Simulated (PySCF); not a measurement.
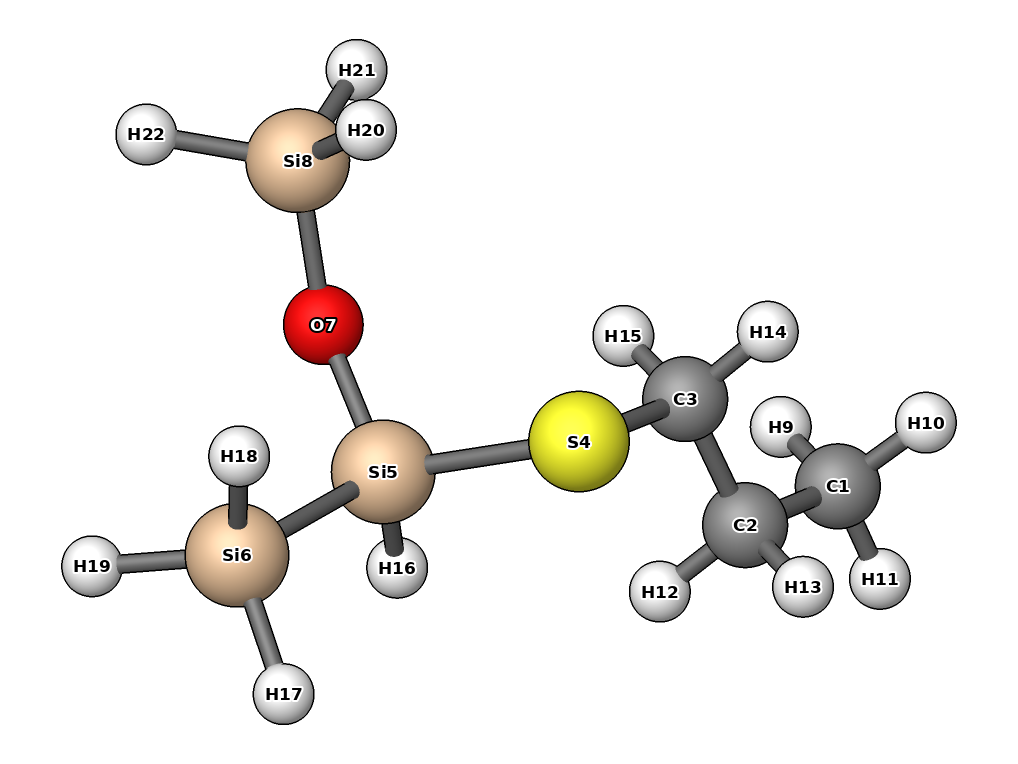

The thickness of each stick grows with its Mayer bond order. The computed structure is the end point of a PBE0-D3(BJ)/def2-SVP optimisation. No frequency run is at hand to confirm it as a minimum. Method: PBE0/pcSseg-1 in chloroform (IEF-PCM) (PySCF 2.14.0).

List the Mayer bond orders of C1–C2, C2–C3, C3–S4, S4–Si5, Si5–Si6, Si5–O7, O7–Si8 (bonds between heavy atoms, one of each equivalent set).

| bond | Mayer order | length (Å) |
| --- | --- | --- |
| C1–C2 | 1.06 | 1.521 |
| C2–C3 | 0.99 | 1.519 |
| C3–S4 | 0.99 | 1.837 |
| S4–Si5 | 0.99 | 2.136 |
| Si5–Si6 | 0.91 | 2.344 |
| Si5–O7 | 0.88 | 1.665 |
| O7–Si8 | 0.88 | 1.664 |
